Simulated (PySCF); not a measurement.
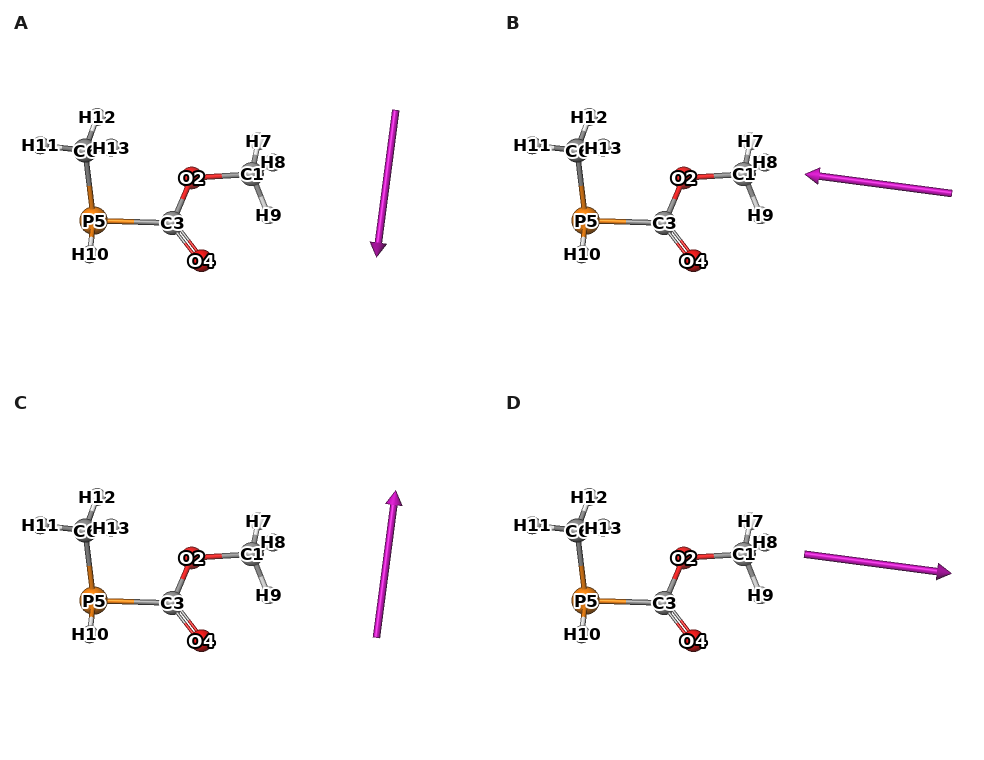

The same molecule four times, each with an arrow. The computed structure is the end point of a GFN2-xTB optimisation. No frequency run is at hand to confirm it as a minimum. Method: PBE0/pcSseg-1, gas phase (PySCF 2.14.0).

Which arrow points along the dipole moment, from the negative to the positive end?

Answer. C. The dipole moment is 2.41 D; it points from the side of H10 to the side of H7, H12 (the outermost atoms at the two ends).

The geometry is semi-empirical. Around P such bond lengths and angles can be off by a tenth of an ångström or more and by several degrees, and values that hang on the shape move with them.
